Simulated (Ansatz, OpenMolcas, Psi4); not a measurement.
# C3H6O (allyl alcohol): a line through the functionals

C3H6O: 10 atoms, total charge 0, spin state singlet. SMILES: `C=CCO`. The shape is that of a PBE0-D4/def2-TZVP optimisation. This is one conformer, not always the lowest.

The vertical ionisation energy (to the doublet cation) y, in eV, basis cc-pVDZ; a is the functional's share of exact exchange. Programs: Ansatz 0.2.0, OpenMolcas 26.06, Psi4 1.11.

| functional | program | a | y (eV) |
| --- | --- | --- | --- |
| revPBE | Ansatz | 0 | 9.34 |
| TPSS | OpenMolcas | 0 | 9.38 |
| TPSSh | Psi4 | 0.1 | 9.52 |
| B3LYP | Ansatz | 0.2 | ? |
| r2SCAN0 | Ansatz | 0.25 | 9.82 |
| PBE0 | Ansatz | 0.25 | 9.75 |
| BHLYP | Ansatz | 0.5 | 9.86 |

**Question.** Fit y = c + s·a to the known rows and predict B3LYP.

**Answer.** 
1. Means of the 6 rows: a = 0.1833, y = 9.612.
2. Σ(Δa)² = 0.18333, Σ(Δa·Δy) = 0.20167, so the slope is 0.20167/0.18333 = 1.1.
3. Intercept: 9.612 − (1.1) × 0.1833 = 9.410. The largest residual of the fit is 0.14.
4. B3LYP: 9.410 + (1.1) × 0.2 = 9.63 eV.

The run gave 9.70 eV, so the prediction is off by -0.07 eV, within the largest residual.

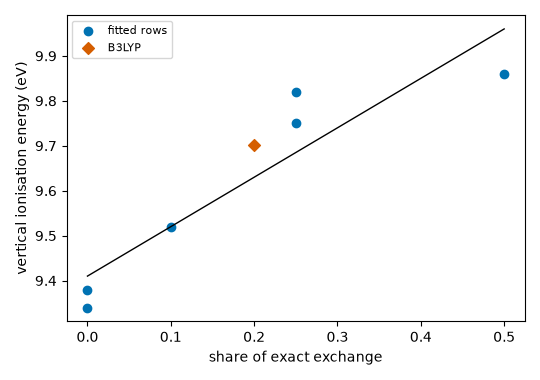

The fitted line, with the withheld row.
